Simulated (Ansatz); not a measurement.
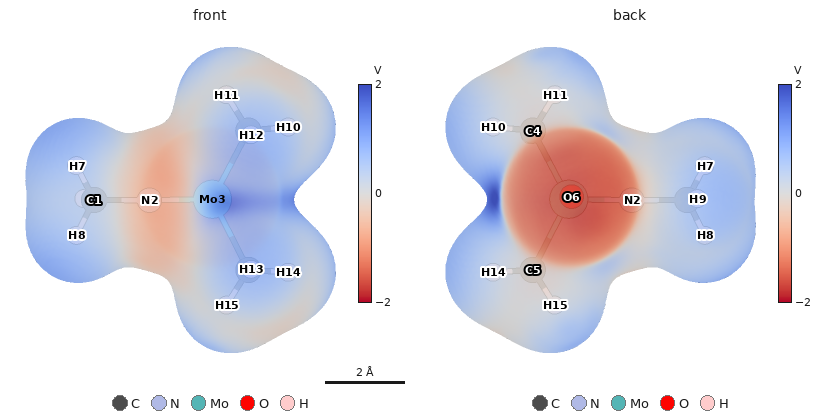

Figure. C3H9MoNO (SMILES C[N]=[Mo]([CH3])([CH3])=[O]). The molecular electrostatic potential painted on the density surface at 0.002 e/bohr³, seen from the front and from behind; red is negative and blue positive.

Geometry: PBE0-D4/def2-TZVP; core potentials replace the inner electrons of Mo.

Level of theory: Ansatz, RKS PBE0-D4/def2-TZVPP.

The calculation's input:

```
crystal:
  periodic: [false, false, false]
  atoms:
    - {symbol: C, position_ang: [-0.701331, -2.382595, 0.677720]}
    - {symbol: N, position_ang: [-0.410846, -1.096167, 0.153646]}
    - {symbol: Mo, position_ang: [0.360216, 0.438103, 0.296099]}
    - {symbol: C, position_ang: [1.691516, 0.574762, -1.335885]}
    - {symbol: C, position_ang: [-1.186402, 1.873582, 0.255186]}
    - {symbol: O, position_ang: [1.197120, 0.509826, 1.750958]}
    - {symbol: H, position_ang: [-0.336419, -3.158768, -0.003186]}
    - {symbol: H, position_ang: [-1.783680, -2.511597, 0.783139]}
    - {symbol: H, position_ang: [-0.234497, -2.530711, 1.658687]}
    - {symbol: H, position_ang: [2.248178, 1.515581, -1.265713]}
    - {symbol: H, position_ang: [2.404002, -0.251265, -1.377798]}
    - {symbol: H, position_ang: [1.102703, 0.566822, -2.259823]}
    - {symbol: H, position_ang: [-1.678091, 1.820154, -0.722439]}
    - {symbol: H, position_ang: [-0.753000, 2.870285, 0.392004]}
    - {symbol: H, position_ang: [-1.941469, 1.711289, 1.026705]}
basis:
  gaussian: {orbitals: def2-TZVPP}
hamiltonian: {xc: pbe0, dispersion: d4}
output: {orbitals: {seedname: orbitals}}
```

Launched as:

```sh
ansatz run in.yaml --threads 4 --pin off --events-out ev --progress --plain --max-ram 11315MiB
```

> Where is the surface potential most negative and most positive?

The most negative region (about −1.6 V) lies over O6, the most positive (about +1.8 V) over Mo3. O6 is the likeliest acceptor of a hydrogen bond.
